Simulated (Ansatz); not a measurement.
# CH5BClN (SMILES CNBCl) at HF/def2-SVP

What is the vertical ionisation energy of CH5BClN at HF/def2-SVP? 

Program for the calculation: Ansatz 0.2.0.

128 further runs of the same task are left out: 128 set aside as unsound or not needed.

## Step 1: The structure to begin with

CH5BClN has 9 atoms, charge 0, and is taken as a singlet. As SMILES, `CNBCl`. The shape is that of a PBE0-D4/def2-TZVP optimisation. This is one conformer, not always the lowest.

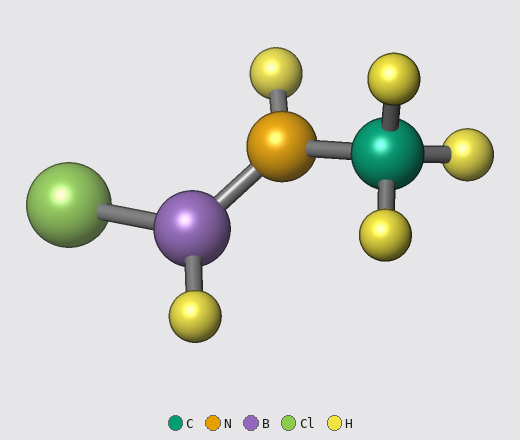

The structure, seen from a chosen angle (carbon teal, nitrogen amber, boron purple, chlorine green, hydrogen yellow).

## Step 2: A single-point energy at HF/def2-SVP

Input file run.yaml:

```yaml
crystal:
  periodic: [false, false, false]
  atoms:
    - {symbol: C, position_ang: [0.510100, 0.482100, -0.973400]}
    - {symbol: "N", position_ang: [-0.407900, -0.226000, -0.111700]}
    - {symbol: B, position_ang: [-0.261100, -0.415200, 1.248200]}
    - {symbol: Cl, position_ang: [-1.495300, -1.314500, 2.144800]}
    - {symbol: H, position_ang: [0.907000, -0.170400, -1.756500]}
    - {symbol: H, position_ang: [0.027900, 1.338900, -1.452800]}
    - {symbol: H, position_ang: [1.346700, 0.849900, -0.380000]}
    - {symbol: H, position_ang: [-1.220500, -0.605500, -0.573900]}
    - {symbol: H, position_ang: [0.681600, 0.014200, 1.838200]}
basis:
  gaussian:
    orbitals: def2-SVP
hamiltonian:
  xc: hf
accuracy: high
output: {orbitals: {seedname: orbitals}}
```

Run with:

```sh
$ ansatz run run.yaml --threads 1 --pin off --max-ram 3480MiB --events-out events.jsonl --progress --plain --runs-dir runs
```

The log of the run:

```text
Warning: RAYON_NUM_THREADS=1 ignored (pool sized by the plan → 1); use --threads N
Functional definition: HF
  name "HF"
  exchange = exact_x
  correlation = 0
2017 factors; integrals over basis functions are off by at most 8.2e-9 eV
mean field evaluation 1: about -15760.5637 eV, gradient 2.7e1 eV
mean field evaluation 2: about -15760.6600 eV, gradient 2.7e1 eV
mean field evaluation 4: about -15762.5747 eV, gradient 3.3e0 eV
mean field evaluation 8: about -15762.6089 eV, gradient 1.3e-1 eV
mean field -15762.60899314 eV, -579.2651962177 hartree, gradient 9.4e-8 eV, S^2 0.000000; 0 other end points of the search recorded, 0 dependent functions left out
reference -15762.60899314 eV, -579.2651962177 hartree; 20, 20 occupied and 65, 65 virtual orbitals, 2017 factors
Total energy: -15762.60899314 eV, -579.2651962177 hartree
```

It took 1.8 s on 1 thread of Arm Neoverse V2, shared host; peak memory 0.23 GiB.

## Step 3: The doublet cation, same level

Input file job.yaml:

```yaml
crystal:
  periodic: [false, false, false]
  atoms:
    - {symbol: C, position_ang: [0.510100, 0.482100, -0.973400]}
    - {symbol: "N", position_ang: [-0.407900, -0.226000, -0.111700]}
    - {symbol: B, position_ang: [-0.261100, -0.415200, 1.248200]}
    - {symbol: Cl, position_ang: [-1.495300, -1.314500, 2.144800]}
    - {symbol: H, position_ang: [0.907000, -0.170400, -1.756500]}
    - {symbol: H, position_ang: [0.027900, 1.338900, -1.452800]}
    - {symbol: H, position_ang: [1.346700, 0.849900, -0.380000]}
    - {symbol: H, position_ang: [-1.220500, -0.605500, -0.573900]}
    - {symbol: H, position_ang: [0.681600, 0.014200, 1.838200]}
basis:
  gaussian:
    orbitals: def2-SVP
total_charge: 1
output:
  orbitals: {seedname: orbitals}
magnetization:
  spin_polarized: true
  initial_magnetization: 1
accuracy: high
hamiltonian:
  xc: hf
```

Run with:

```sh
$ ansatz run job.yaml --threads 1 --pin off --max-ram 3480MiB --events-out events.jsonl --progress --plain --runs-dir runs
```

The log of the run:

```text
Warning: RAYON_NUM_THREADS=1 ignored (pool sized by the plan → 1); use --threads N
[... 4 set-up lines as earlier in the session ...]
2017 factors; integrals over basis functions are off by at most 8.2e-9 eV
mean field evaluation 1: about -15749.9972 eV, gradient 2.1e1 eV
mean field evaluation 2: about -15750.1009 eV, gradient 2.1e1 eV
mean field evaluation 4: about -15753.1720 eV, gradient 3.4e0 eV
mean field evaluation 8: about -15753.5405 eV, gradient 4.7e-1 eV
mean field evaluation 16: about -15753.5510 eV, gradient 1.8e-8 eV
mean field evaluation 32: about -15745.6471 eV, gradient 3.0e1 eV
mean field evaluation 64: about -15752.4054 eV, gradient 1.2e1 eV
mean field -15753.55104541 eV, -578.9323227783 hartree, gradient 1.5e-8 eV, S^2 0.765413; 0 other end points of the search recorded, 0 dependent functions left out
reference -15753.55104541 eV, -578.9323227783 hartree; 20, 19 occupied and 65, 66 virtual orbitals, 2017 factors
Total energy: -15753.55104541 eV, -578.9323227783 hartree
```

Wall time 3.6 s (1 thread of Arm Neoverse V2, shared host); peak memory 0.4 GiB.

## Step 4: What came out

At HF/def2-SVP:

| quantity | value |
| --- | --- |
| singlet CH5BClN: total energy | -579.26520 Eh |
| singlet CH5BClN: HOMO energy | -10.93 eV |
| singlet CH5BClN: LUMO energy | 4.27 eV |
| singlet CH5BClN: HOMO–LUMO gap | 15.19 eV |
| doublet cation: total energy | -578.93232 Eh |
| doublet cation: HOMO energy (highest over α and β) | -17.50 eV |
| doublet cation: LUMO energy (lowest over α and β) | -7.41 eV |
| doublet cation: ⟨S²⟩ | 0.765 |
| vertical ionisation energy (to the doublet cation) | 9.058 eV |

Removing an electron at fixed nuclei costs 9.06 eV (209 kcal/mol). The negative HOMO energy of the first species, 10.93 eV, lies 1.87 eV above that difference.
